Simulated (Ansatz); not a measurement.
# Ge2WN4 (MoSi2N4-type monolayer): converging the G0W0 gap

Aim: see how the G0W0 gap of Ge2WN4 (MoSi2N4-type monolayer) on PBE moves with empty bands and screening cutoff, and what each rung costs.

Main program and level: Ansatz 0.2.0; G0W0 on PBE, plane waves, PAW; PAW set soft_1.

## Step 1: The starting structure

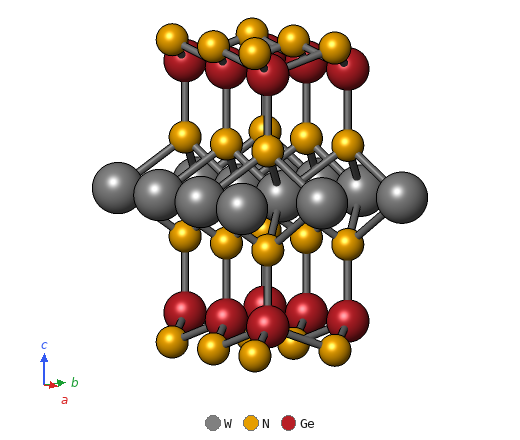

The cell as given, from the side, with the c axis up (tungsten grey, nitrogen orange, germanium red). 3×2×1 cells are drawn. Bonds to atoms that aren't drawn are left out. Some periodic images of atoms are drawn too.

The cell holds 7 atoms: 1 W, 4 N and 2 Ge. Cell: a = 3.023 Å, b = 3.023 Å, c = 38.000 Å, α = 90.0°, β = 90.0°, γ = 120.0°. Vacuum lies along c.

As a file:

```xyz
7
Lattice="3.0226 0.0000 0.0000 -1.5113 2.6176 0.0000 0.0000 0.0000 38.0000" Properties=species:S:1:pos:R:3
W     0.0000    0.0000   19.0000
N     0.0000    1.7451   20.2170
N     0.0000    1.7451   17.7830
Ge    0.0000    1.7451   22.0945
Ge    0.0000    1.7451   15.9055
N     1.5113    0.8725   22.7096
N     1.5113    0.8725   15.2904
```

The structure was relaxed with PBE. The runs that relaxed it are not among those shown. Spin-orbit coupling is left out unless a step names it. The Coulomb interaction is cut off across the vacuum.

## Step 2: 58 empty bands, screening to 19.5 eV

G0W0 replaces the xc potential by the self-energy, built once from these orbitals. Only a window of levels is corrected, while the sums run over the empty bands that the input names. This step takes PAW set soft_1 files.

Input file input.yaml:

```yaml
crystal:
  lattice:
    - [3.0225679901, 0.0, 0.0]
    - [-1.511283995, 2.6176206641, 0.0]
    - [0.0, 0.0, 38.0]
  atoms:
    - { symbol: W, position: [0.0, 0.0, 0.5] }
    - { symbol: "N", position: [0.3333333333, 0.6666666667, 0.5320268673] }
    - { symbol: "N", position: [0.3333333333, 0.6666666667, 0.4679731327] }
    - { symbol: Ge, position: [0.3333333333, 0.6666666667, 0.5814330809] }
    - { symbol: Ge, position: [0.3333333333, 0.6666666667, 0.4185669191] }
    - { symbol: "N", position: [0.6666666667, 0.3333333333, 0.5976206751] }
    - { symbol: "N", position: [0.6666666667, 0.3333333333, 0.4023793249] }
  periodic: [true, true, false]
kpoints:
  mp_grid: { grid: [6, 6, 1] }
hamiltonian:
  xc: pbe
  pseudopotentials: { kind: paw, azcp: { folder: soft_1 } }
scf:
  occupations: { method: fixed }
gw:
  n_empty_bands: 58
  ecut_chi: 19.5
  qp_bands: [v2, c2]
  qp_kpoints: band_edges
  screening: { model: contour_deformation }
```

On the command line:

```console
ansatz run input.yaml --threads 4 --pin off --max-ram 17510MiB --backend cpu --events-out ev --progress --plain --runs-dir out
```

Numbers of over 12 decimals in the logs are rounded to 6 here.

What it wrote:

```text
Engine: ansatz 0.2.0, aarch64-unknown-linux-gnu
Pseudopotentials: kind: paw
Pseudopotential: W, paw, valence charge 14, recommended cutoff 420 eV (normal), soft_1/W.paw.azcp
Pseudopotential: N, paw, valence charge 5, recommended cutoff 420 eV (normal), soft_1/N.paw.azcp
Pseudopotential: Ge, paw, valence charge 14, recommended cutoff 420 eV (normal), soft_1/Ge.paw.azcp
Functional definition: PBE
  parameter kappa = 0.804
  parameter beta = 0.066725
  exchange = pbe_x(kappa = kappa, mu = beta*pi^2/3)
  correlation = pbe_c(beta = beta)
Crystal: 7 atoms, lattice volume = 300.654 Å³
Basis set: ecut = 420 eV, 5767 PW (Γ)
Bands: 38, of which v1, the nominal top of the filled ones, is band 31 counted from 1 (30 counted from 0)
Symmetry: 12 space group operations
Space group: P-6m2 (ITA 187), of the structure as read, at distance tolerance 6.7e-5 Å
k-points: 7 of 36 (time reversal used)
Non-local potential: W, projectors of the file, l = 0: 3, l = 1: 2, l = 2: 2, l = 3: 1
Non-local potential: N, projectors of the file, l = 0: 2, l = 1: 2, l = 2: 1
Non-local potential: Ge, projectors of the file, l = 0: 2, l = 1: 2, l = 2: 3, l = 3: 1
PAW form: soft (Blöchl's): semilocal exchange-correlation on the pseudo side does not see the compensation charge
PAW one-centre angular grid: W, 590 points (default); XC on 64 Gauss nodes
PAW one-centre angular grid: N, 110 points (default); XC on 64 Gauss nodes
PAW one-centre angular grid: Ge, 590 points (default); XC on 64 Gauss nodes
Initial density: superposition of atomic densities (neutral atoms: chi_scale 0, normalization atom)
Initial wavefunctions: pseudopotential atomic-orbital guess
Functional: x = pbe(κ = 0.804, μ = 0.219515), c = pbe(β = 0.066725)
SCF iter   1: F=—  HF=-20520.328582 eV  |F-HF|=—  |Δ(HF+E_count)|=         —  Δρ=8.76e-2  dr2=2.61e1  ethr=3.10e-3  ⟨swp⟩=6.7  Hψ=1375  notcnv=0  defer=32
preconditioner: auto → Resta (q_TF=auto, 2.097 Å⁻¹)  ε∞=1.8  [insulator: Δε(μ)=1.414 eV  Ē_g=17.960 eV  n_scr=24 (ndim 8)  ℏωp=15.7 eV  f_vac=0.715  ε∞_Penn≈1.8  vacuum switching on, ρ_ref=2.3e-2 e/Å³]
SCF iter   2: F=—  HF=-20514.739624 eV  |F-HF|=—  |Δ(HF+E_count)|=    5.59e0  Δρ=4.61e-2  dr2=7.84e0  ethr=3.10e-3  ⟨swp⟩=5.1  Hψ=880  notcnv=0  defer=31
SCF iter   3: F=—  HF=-20513.490338 eV  |F-HF|=—  |Δ(HF+E_count)|=    1.25e0  Δρ=1.63e-2  dr2=9.23e-1  ethr=3.10e-3  ⟨swp⟩=4.9  Hψ=680  notcnv=0  defer=33
SCF iter   4: F=—  HF=-20513.374236 eV  |F-HF|=—  |Δ(HF+E_count)|=   1.16e-1  Δρ=8.87e-3  dr2=1.23e-1  ethr=1.49e-3  ⟨swp⟩=3.0  Hψ=421  notcnv=0  defer=31
SCF iter   5: F=—  HF=-20513.394186 eV  |F-HF|=—  |Δ(HF+E_count)|=   1.99e-2  Δρ=4.17e-3  dr2=6.64e-2  ethr=1.99e-4  ⟨swp⟩=3.4  Hψ=563  notcnv=0  defer=35
SCF iter   6: F=—  HF=-20513.381951 eV  |F-HF|=—  |Δ(HF+E_count)|=   1.22e-2  Δρ=1.04e-3  dr2=5.17e-3  ethr=1.07e-4  ⟨swp⟩=2.9  Hψ=479  notcnv=0  defer=35
SCF iter   7: F=—  HF=-20513.381825 eV  |F-HF|=—  |Δ(HF+E_count)|=   1.26e-4  Δρ=5.03e-4  dr2=1.65e-3  ethr=8.34e-6  ⟨swp⟩=4.1  Hψ=607  notcnv=0  defer=35
SCF iter   8: F=—  HF=-20513.381528 eV  |F-HF|=—  |Δ(HF+E_count)|=   2.97e-4  Δρ=1.39e-4  dr2=9.09e-5  ethr=2.66e-6  ⟨swp⟩=4.0  Hψ=618  notcnv=0  defer=34
SCF iter   9: F=—  HF=-20513.381530 eV  |F-HF|=—  |Δ(HF+E_count)|=   1.63e-6  Δρ=3.81e-5  dr2=9.58e-6  ethr=1.47e-7  ⟨swp⟩=3.1  Hψ=560  notcnv=0  defer=32
SCF iter  10: F=—  HF=-20513.381529 eV  |F-HF|=—  |Δ(HF+E_count)|=   7.83e-7  Δρ=8.66e-6  dr2=3.36e-7  ethr=1.55e-8  ⟨swp⟩=3.9  Hψ=609  notcnv=0  defer=32
SCF iter  11: F=-20513.381529 eV  HF=-20513.381529 eV  |F-HF|=6.57e-9  |Δ(HF+E_count)|=   1.88e-8  Δρ=2.27e-6  dr2=1.85e-8  ethr=1.61e-10  ⟨swp⟩=19.4  Hψ=1484  notcnv=0
SCF 1 converged in 11 iterations: F = -20513.381529 eV  dr2 = 1.85e-8
  greatest PAW one-centre occupation: 0.999 electrons in one spin orbital (limit 2), on the W atom at site 0 (counted from 0), in its partial waves of l = 0
NSCF: frozen V_eff on 7 k-points
G₀W₀ screening: q 1/7
[... further progress lines ...]
SCF converged after 11 iterations
Free energy (F): -20513.381529 eV
Harris-Foulkes:  -20513.381529 eV  (|F-HF|=6.57e-9)
Internal energy: -20513.381529 eV  (E = F + TS)
E sigma→0 (E₀):  -20513.381529 eV
Fermi energy:    -5.360354 eV
--- Per-component energies (eV) ---
  E_band       = -1482.126534
  E_kinetic    = 1119.071452
  E_local      = -289221.311467  (includes V_loc(G=0)·N_el)
  E_nonlocal   = 560.788043
  E_hartree    = 143781.347387
  E_xc         = -645.759380
  E_vxc        = -659.514746  (∫ρ·V_xc dr)
  E_paw        = -13126.963940  (= ΣΔE_a)
  E_vpaw       = -843.893517  (= ΣTr[D̂ρ^β])
  E_aug_tail   = 0.003567  (compensation charges beyond the density's cutoff)
  E_ewald      = 137019.442809
  E_smearing   = -0.000000  (= −TS)
  E_closure    = 0.000000  (closes the sum)
  Σ components = -20513.381529   (vs F -20513.381529, Δ=0.00e0)
--- Band table (eV; the first three rows and the last of 7) ---
  k-point 0: bands = [... 27 lower, -8.1605, -8.1605, -7.4656, -5.3604, -3.5093, -3.4753, -2.3817, -2.3817, ... 3 higher]
  k-point 1: bands = [... 27 lower, -8.6527, -8.5757, -7.3832, -5.7169, -3.3069, -2.7778, -2.4352, -1.7814, ... 3 higher]
  k-point 2: bands = [... 27 lower, -8.5814, -8.3682, -7.5793, -6.6033, -2.7668, -2.6069, -2.3308, -1.8527, ... 3 higher]
  k-point 6: bands = [... 27 lower, -8.5388, -8.0674, -7.9054, -5.8926, -4.0454, -1.7396, -0.8936, -0.3037, ... 3 higher]
--- G₀W₀: contour deformation, 6 samples at zero and on the imaginary axis and 2 off it, 36 q-points, 58 empty bands' worth ---
  eigenvalues of the whole cell's RPA ε∞ on this k-mesh (on a slab, of 1 + 4πα/V) = 1.2149, 3.5463, 3.5463; static W/v taken at q = 0 is 0.455044
  gw.qp_kpoints: band_edges: 6 of 7 stored k-points solved, in 1 pass; an edge of the gap read off the rows below is read off those points alone
    valence top: of the k-points left out ik 4 came nearest to being solved in a further pass, in band 31 (counted from 1, as in the quasiparticle table): it holds the edge there only if its correction is more favourable than any solved in that band by at least 1.155 eV; those differ by 0.307 eV
    conduction bottom: of the k-points left out ik 4 came nearest to being solved in a further pass, in band 32 (counted from 1, as in the quasiparticle table): it holds the edge there only if its correction is more favourable than any solved in that band by at least 1.007 eV; those differ by 0.269 eV
  `?` marks the rows in doubt; gw_qp.tsv's column doubts and the gw_qp event give each row's grounds
    ik  band        ε_KS         Σx   Σc(E_QP)       V_xc       Z   E_QP_lin       E_QP  E_QP is
     0    30     -7.4656   -21.1966     3.4126   -17.6567  0.7915    -7.5947    -7.5929  root
     0    31     -5.3604   -19.0390     0.9446   -18.7822  0.7789    -4.6792    -4.6725  root
     0    32     -3.5093   -12.4993    -3.3371   -17.3090  0.7926    -1.9558    -2.0366  root
     0    33     -3.4753   -13.4643    -3.0400   -17.9012  0.7859    -2.0072    -2.0783  root
     1    30     -7.3832   -21.8043     3.5182   -18.2332  0.7678    -7.4362    -7.4361  root
     1    31     -5.7169   -20.3290     1.8141   -19.0595  0.7695    -5.1775    -5.1723  root
     1    32     -3.3069   -13.0168    -3.2472   -17.7004  0.7849    -1.7930    -1.8704  root
     1    33     -2.7778   -12.6280    -3.7325   -17.8543  0.7815    -1.1942    -1.2840  root
     2    30     -7.5793   -21.7427     3.7203   -17.8687  0.7617    -7.7337    -7.7331  root
     2    31     -6.6033   -19.7426     2.1986   -17.9597  0.7608    -6.1918    -6.1877  root
     2    32     -2.7668   -13.9192    -3.4486   -18.8303  0.7736    -1.2109    -1.3043  root
     2    33     -2.6069   -10.6111    -3.7075   -15.6145  0.7891    -1.2108    -1.3109  root ?
     3    30     -7.5246   -21.7294     3.8465   -17.6718  0.7597    -7.7370    -7.7357  root
     3    31     -6.5069   -19.6697     2.1995   -17.8509  0.7673    -6.1293    -6.1262  root
     3    32     -3.0696    -9.7763    -3.5679   -14.5477  0.7965    -1.8040    -1.8662  root
     3    33     -2.6196   -10.0275    -3.6158   -14.9926  0.7923    -1.1933    -1.2703  root ?
     5    30     -7.7155   -21.7911     3.8737   -17.7016  0.7581    -7.9325    -7.9313  root
     5    31     -6.4640   -20.2092     2.0572   -18.6572  0.7648    -5.9641    -5.9589  root
     5    32     -3.0148   -16.5039    -3.1312   -21.0990  0.7645    -1.4620    -1.5509  root
     5    33     -1.8992   -15.4138    -4.0255   -20.9770  0.7568    -0.2306    -0.3614  root ?
     6    30     -7.9054   -21.3675     3.9306   -17.0943  0.7524    -8.2509    -8.2480  root
     6    31     -5.8926   -20.3680     1.6056   -19.4145  0.7739    -5.2473    -5.2405  root
     6    32     -4.0454   -16.4832    -2.4619   -20.3210  0.7713    -2.6243    -2.6695  root
     6    33     -1.7396   -14.7227    -4.0517   -20.3508  0.7623    -0.0256    -0.1632  root ?
```

Wall time 28 s (4 threads of Arm Neoverse V1, shared host); peak memory 0.87 GiB; 1.8 min of CPU time.

This step gave:

- bands summed: 89
- plane waves in the screening matrix: 27
- q-points in the mesh: 36
- G0W0 gap on the mesh: 2.003 eV
- k of the valence top: 0, 0, 0
- k of the conduction bottom: 0.3333, 0.3333, 0
- starting gap on the mesh: 1.315 eV
- Z at the valence top: 0.7789
- Z at the conduction bottom: 0.7713
- least direct G0W0 gap on the computed points: 2.571 eV

The gap on the mesh goes from 1.31 eV to 2.00 eV, a correction of +0.69 eV. Between the two edge states, bare exchange in place of the xc potential would open the gap by 4.09 eV, and correlation takes back 3.41 eV.

## Step 3: 166 empty bands, screening to 39 eV

Bands and screening cutoff are moved together, since each hides the error of the other.

Changes to input.yaml since step 2:

```diff
@@ -22,4 +22,4 @@
 gw:
-  n_empty_bands: 58
-  ecut_chi: 19.5
+  n_empty_bands: 166
+  ecut_chi: 39.0
   qp_bands: [v2, c2]
```

What it wrote:

```text
[...]
Crystal: 7 atoms, lattice volume = 300.654 Å³
Basis set: ecut = 420 eV, 5767 PW (Γ)
Bands: 38, of which v1, the nominal top of the filled ones, is band 31 counted from 1 (30 counted from 0)
Symmetry: 12 space group operations
[...]
k-points: 7 of 36 (time reversal used)
[...]
SCF iter   1: F=—  HF=-20520.328582 eV  |F-HF|=—  |Δ(HF+E_count)|=         —  Δρ=8.76e-2  dr2=2.61e1  ethr=3.10e-3  ⟨swp⟩=6.7  Hψ=1375  notcnv=0  defer=32
[...]
SCF iter  11: F=-20513.381529 eV  HF=-20513.381529 eV  |F-HF|=6.57e-9  |Δ(HF+E_count)|=   1.88e-8  Δρ=2.27e-6  dr2=1.85e-8  ethr=1.61e-10  ⟨swp⟩=19.4  Hψ=1484  notcnv=0
SCF 1 converged in 11 iterations: F = -20513.381529 eV  dr2 = 1.85e-8
[...]
NSCF: frozen V_eff on 7 k-points
G₀W₀ screening: q 1/7
[... further progress lines ...]
SCF converged after 11 iterations
Free energy (F): -20513.381529 eV
[...]
Internal energy: -20513.381529 eV  (E = F + TS)
E sigma→0 (E₀):  -20513.381529 eV
Fermi energy:    -5.360354 eV
[...]
--- Band table (eV; the first three rows and the last of 7) ---
  k-point 0: bands = [... 27 lower, -8.1605, -8.1605, -7.4656, -5.3604, -3.5093, -3.4753, -2.3817, -2.3817, ... 3 higher]
  k-point 1: bands = [... 27 lower, -8.6527, -8.5757, -7.3832, -5.7169, -3.3069, -2.7778, -2.4352, -1.7814, ... 3 higher]
  k-point 2: bands = [... 27 lower, -8.5814, -8.3682, -7.5793, -6.6033, -2.7668, -2.6069, -2.3308, -1.8527, ... 3 higher]
  k-point 6: bands = [... 27 lower, -8.5388, -8.0674, -7.9054, -5.8926, -4.0454, -1.7396, -0.8936, -0.3037, ... 3 higher]
[...]
0    30     -7.4656   -21.1966     3.4472   -17.6567  0.7737    -7.5625    -7.5583  root
     0    31     -5.3604   -19.0390     0.6609   -18.7822  0.7687    -4.9586    -4.9562  root
     0    32     -3.5093   -12.4993    -3.5700   -17.3090  0.7831    -2.2097    -2.2695  root
     0    33     -3.4753   -13.4643    -3.2892   -17.9012  0.7759    -2.2824    -2.3275  root
     1    30     -7.3832   -21.8043     3.5643   -18.2332  0.7505    -7.3899    -7.3899  root
     1    31     -5.7169   -20.3290     1.5024   -19.0595  0.7586    -5.4850    -5.4839  root
     1    32     -3.3069   -13.0168    -3.5129   -17.7004  0.7740    -2.0861    -2.1362  root
     1    33     -2.7778   -12.6280    -4.0456   -17.8543  0.7711    -1.5388    -1.5971  root
[...]
6    30     -7.9054   -21.3675     3.9731   -17.0943  0.7379    -8.2074    -8.2054  root
     6    31     -5.8926   -20.3680     1.2790   -19.4145  0.7617    -5.5689    -5.5671  root
     6    32     -4.0454   -16.4832    -2.8288   -20.3210  0.7605    -3.0046    -3.0364  root
     6    33     -1.7396   -14.7227    -4.3786   -20.3508  0.7509    -0.4221    -0.4900  root
```

Wall time 69 s (4 threads); peak memory 1.6 GiB; 4.4 min of CPU time.

This step gave:

| Property | Result |
| --- | --- |
| bands summed | 197 |
| plane waves in the screening matrix | 189 |
| q-points in the mesh | 36 |
| G0W0 gap on the mesh | 1.920 eV |
| k of the valence top | 0, 0, 0 |
| k of the conduction bottom | 0.3333, 0.3333, 0 |
| starting gap on the mesh | 1.315 eV |
| Z at the valence top | 0.7687 |
| Z at the conduction bottom | 0.7605 |
| least direct G0W0 gap on the computed points | 2.531 eV |

Against the run with 6×6×1 mesh, 58 empty bands, screening to 19.5 eV, PAW set soft_1 files, the gap moves by −0.08 eV.

## Step 4: 357 empty bands, screening to 65 eV

Changes to input.yaml since step 3:

```diff
@@ -21,5 +21,6 @@
   occupations: { method: fixed }
+  convergence: { dr2_threshold: 1.0e-10 }
 gw:
-  n_empty_bands: 166
-  ecut_chi: 39.0
+  n_empty_bands: 357
+  ecut_chi: 65.0
   qp_bands: [v2, c2]
```

What it wrote:

```text
[...]
Crystal: 7 atoms, lattice volume = 300.654 Å³
Basis set: ecut = 420 eV, 5767 PW (Γ)
Bands: 38, of which v1, the nominal top of the filled ones, is band 31 counted from 1 (30 counted from 0)
Symmetry: 12 space group operations
[...]
k-points: 7 of 36 (time reversal used)
[...]
1    33     -2.7779   -12.6282    -4.2468   -17.8545  0.7656    -1.7651    -1.7984  root
[...]
6    30     -7.9055   -21.3675     3.8005   -17.0943  0.7323    -8.3840    -8.3781  root
     6    31     -5.8928   -20.3680     0.9936   -19.4145  0.7557    -5.8528    -5.8527  root
     6    32     -4.0456   -16.4833    -3.1064   -20.3211  0.7543    -3.3008    -3.3142  root
     6    33     -1.7398   -14.7228    -4.6428   -20.3509  0.7462    -0.7190    -0.7545  root
[key lines of the parts left out:]
SCF converged after 13 iterations
Free energy (F): -20513.381529 eV
Fermi energy:    -5.360528 eV
```

Elapsed: 4.2 min, on 4 threads; peak memory 3.4 GiB.

Numbers from this step:

| Item | Value |
| --- | --- |
| bands summed | 388 |
| plane waves in the screening matrix | 295 |
| G0W0 gap on the mesh | 1.882 eV |
| k of the valence top | 0, 0, 0 |
| k of the conduction bottom | 0.3333, 0.3333, 0 |
| starting gap on the mesh | 1.315 eV |
| least direct G0W0 gap on the computed points | 2.538 eV |

Against the run with 6×6×1 mesh, 166 empty bands, screening to 39 eV, PAW set soft_1 files, the gap moves by −0.04 eV.

## Step 5: 657 empty bands, screening to 97.5 eV

Changes to input.yaml since step 4:

```diff
@@ -21,6 +21,5 @@
   occupations: { method: fixed }
-  convergence: { dr2_threshold: 1.0e-10 }
 gw:
-  n_empty_bands: 357
-  ecut_chi: 65.0
+  n_empty_bands: 657
+  ecut_chi: 97.5
   qp_bands: [v2, c2]
```

What it wrote:

```text
[...]
Crystal: 7 atoms, lattice volume = 300.654 Å³
Basis set: ecut = 420 eV, 5767 PW (Γ)
Bands: 38, of which v1, the nominal top of the filled ones, is band 31 counted from 1 (30 counted from 0)
Symmetry: 12 space group operations
[...]
k-points: 7 of 36 (time reversal used)
[...]
1    33     -2.7778   -12.6280    -4.4064   -17.8543  0.7621    -1.9365    -1.9579  root
[...]
6    30     -7.9054   -21.3675     3.6209   -17.0943  0.7293    -8.5701    -8.5577  root
     6    31     -5.8926   -20.3680     0.7728   -19.4145  0.7527    -6.0739    -6.0733  root
     6    32     -4.0454   -16.4832    -3.2976   -20.3210  0.7500    -3.4985    -3.5052  root
     6    33     -1.7396   -14.7227    -4.8448   -20.3508  0.7432    -0.9344    -0.9563  root
[key lines of the parts left out:]
SCF converged after 11 iterations
Free energy (F): -20513.381529 eV
Fermi energy:    -5.360354 eV
```

The job ended after 17 min (4 threads; peak memory 7.5 GiB; 66 min of CPU time).

This step gave:

* bands summed: 688
* plane waves in the screening matrix: 703
* G0W0 gap on the mesh: 1.896 eV
* k of the valence top: 0, 0, 0
* k of the conduction bottom: 0.3333, 0.3333, 0
* starting gap on the mesh: 1.315 eV
* least direct G0W0 gap on the computed points: 2.568 eV

Against the run with 6×6×1 mesh, 357 empty bands, screening to 65 eV, PAW set soft_1 files, the gap moves by +0.014 eV.

(Continued in part 2 of 2.)

[Paths, hosts, dates, memory and timing lines, banners, echoed tables and standing remarks are left out of the program output.]

[Logs are printed without paths, hosts, clocks, repeated set-up lines and the standing remarks that a program may print on its own settings, such as how far it seeks lower states.]

[Runs of the session that timed out or met a known fault of the program may be left out.]

[Cells called generated may have been cut or substituted from an entry of the Crystallography Open Database or the Materials Project.]

[Hosts, paths, dates, database ids (printed as entryN), source tags and the programs' standing remarks are cut or masked in the printed files.]
